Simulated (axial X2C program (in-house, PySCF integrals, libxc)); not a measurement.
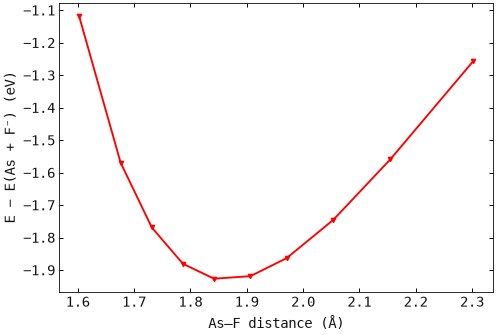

Figure 1. Energy at 10 bond lengths, for one set of occupations held fixed; the line joins the points. A polynomial of degree 6 through 9 points gives rₑ = 1.865 Å, ωₑ = 505.7 cm⁻¹, ωₑxₑ = 3.1 cm⁻¹ and Bₑ = 0.3199 cm⁻¹. The minimum lies 1.93 eV below As + F⁻, each computed as one determinant at the same level.

# Relativistic diatomic calculation, with input and output: AsF⁻

- system: AsF⁻, single determinant with Ω = 3/2.
- method: PBE, two-component X2C with atomic mean-field Coulomb and Gaunt terms, As dyall-acv3z, F dyall-av3z (cores contracted) (axial X2C program (in-house, PySCF integrals, libxc))

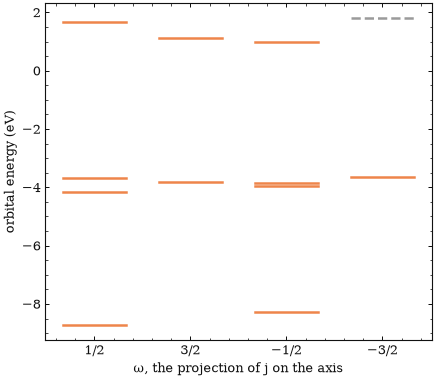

Figure 2. Orbital energies near the frontier at 1.84 Å, filled (solid) and empty (dashed). The highest filled spinor (1/2; 85 % As p, 9 % F p) lies at 1.66 eV, the lowest empty one (−3/2; 86 % As p, 8 % F p) at 1.79 eV. A filled level above zero is held only by the finite basis .

These pictures come from the run below.

The input:
```
{"zs": [33, 9], "q": -1, "bas": ["dyall-acv3z", "dyall-av3z"], "levels": ["PBE0", "HF", "PBE"], "cc": true, "r0": 1.85, "thr": -2.0, "nmax": 90, "npts": 10, "nst": 2, "ntry": 6}
```

The line is the task of a batch: nuclear charges, charge, bases, the levels to run, a first guess of the distance and further settings. This report covers PBE with spin-orbit coupling. The log is that of the reference distance 1.842 Å.

The run was one of a batch that the task file lists, launched with:
```bash
python <driver script> task.json out
```

The program's output:
```
two-component X2C + atomic mean field  PBE
basis functions 173  fitting functions 939  grid points 5078
iter        total energy     max residual
   1      -2359.694866335     8.23e-02
   2      -2359.697385483     1.26e-02
   3      -2359.698722002     1.08e-02
   4      -2359.698976000     5.68e-03
   5      -2359.699104652     3.83e-03
   6      -2359.699145332     1.32e-03
   7      -2359.699149247     3.07e-04
   8      -2359.699149860     2.51e-04
   9      -2359.699150020     2.56e-05
  10      -2359.699150023     7.25e-06
converged
one-electron -3463.97335361  Coulomb 1114.32458449  exact exchange 0.00000000  xc functional -94.56197631  nuclear repulsion 85.32336137  atomic mean-field constant -0.81176596
```

The points of the curve:

| R (Å) | E (hartree) | dipole (D; origin at the first atom, positive when the second is positive) | highest filled (eV) | lowest empty (eV) |
| --- | --- | --- | --- | --- |
| 1.603 | −2359.669448 | −0.10 | 1.88 | 2.00 |
| 1.676 | −2359.686029 | −0.64 | 1.82 | 1.95 |
| 1.732 | −2359.693351 | −1.05 | 1.77 | 1.90 |
| 1.787 | −2359.697456 | −1.46 | 1.72 | 1.85 |
| 1.842 | −2359.699150 | −1.86 | 1.66 | 1.79 |
| 1.907 | −2359.698864 | −2.32 | 1.59 | 1.72 |
| 1.971 | −2359.696830 | −2.76 | 1.51 | 1.65 |
| 2.054 | −2359.692491 | −3.33 | 1.41 | 1.56 |
| 2.155 | −2359.685642 | −3.99 | 1.29 | 1.44 |
| 2.303 | −2359.674517 | −4.91 | 1.12 | 1.28 |

Summary:

| quantity | value |
| --- | --- |
| outcome | converged; a filled level lies above zero |
| bond length rₑ | 1.865 Å |
| ωₑ | 505.7 cm⁻¹ |
| energy at the minimum | −2359.69929 hartree |
| depth below the fragments | 1.93 eV |
| hardware | 1 thread of Arm Neoverse V1, 24 GiB of memory available, shared host |
| wall time | 5.8 s |
| peak memory | 0.81 GiB |

Remarks:

The highest filled level (PBE, up to 1.88 eV) lies above zero. That is common for anions, where the functional's self-interaction leaves the outer electrons unbound; only the finite basis holds them, so such levels depend on it.
